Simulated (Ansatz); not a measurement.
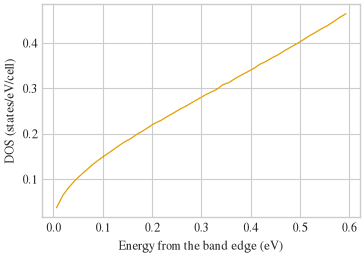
*Density of states of GaP (F-43m) below the valence band maximum, Ansatz (a quantum-chemistry and plane-wave program) with PBEsol, rigid bands; cell volume 40.2 Å³.*

Task: What effective density of states at 300 K does this give (∫ g(E) exp(−E/k_BT) dE, both spins, divided by the cell's size)?

Result: 4.3e19 cm⁻³, a density-of-states mass of 1.44 mₑ, valleys and band degeneracy included.

Spin-orbit coupling is left out; where it splits the top of the valence band, N_v and the p-type Seebeck coefficient come out somewhat high without it. Geometry: cell and atoms relaxed with PBEsol.
